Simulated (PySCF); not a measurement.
Consider C6H10ClO (charge +1).

Input

```
{"job": {"kind": "uv", "xc": "PBE0", "basis": "def2-SVPD", "nstates": 8, "ntriplets": 3}, "charge": 1, "multiplicity": 1}
C      2.676740     1.114941     0.992457
C      2.174626     0.368112     0.202284
C      1.574145    -0.574090    -0.713621
Cl     1.480072    -2.215639     0.075055
C      0.159804    -0.167393    -1.130084
O     -0.683123    -0.145357     0.070262
C     -1.771864    -1.090489     0.019404
C     -1.120776     1.179524     0.432648
H      3.137954     1.779031     1.663764
H      2.200221    -0.689949    -1.603619
H     -0.242493    -0.893300    -1.838389
H      0.167926     0.824598    -1.589215
H     -2.268923    -1.084052     0.988990
H     -2.488200    -0.841925    -0.766416
H     -1.344041    -2.078769    -0.147272
H     -1.624462     1.116752     1.396975
H     -1.801156     1.598691    -0.311945
H     -0.235210     1.805632     0.540431
```

Launched as:

```sh
OMP_NUM_THREADS=1 python probes_run.py task.json out
```

Geometry: GFN2-xTB.

Computed with PySCF 2.14.0, PBE0/def2-SVPD, SCF density, gas phase.

What can the converged electron density and electron localisation function tell about the bonding?

Answer. C–C (1.20 Å): ρ at the midpoint is about 2.7 e/Å³; the ELF peaks at about 0.80 between the atoms: a short, multiple covalent bond.
C–H (1.05 Å): ρ at the midpoint is about 2.1 e/Å³; the ELF climbs to about 1 towards the hydrogen, as it does in any bond to H: a covalent bond by its length.

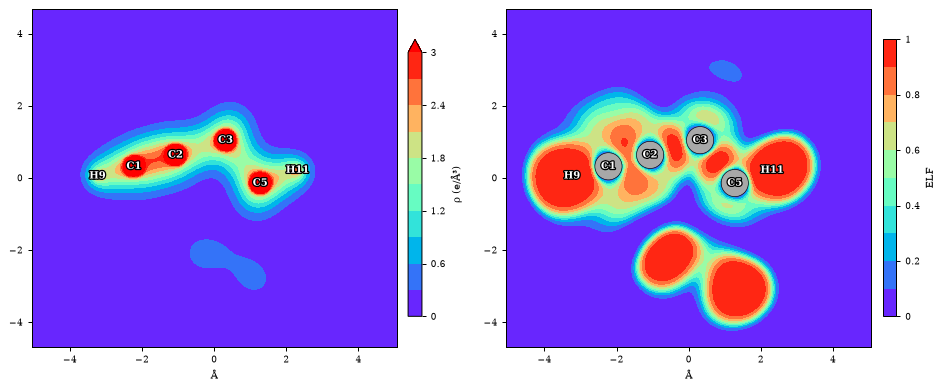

Computed electron density and electron localisation function on the plane of atoms C2, C3 and C5, in this order. Grey discs cover the atomic cores in the ELF map. 
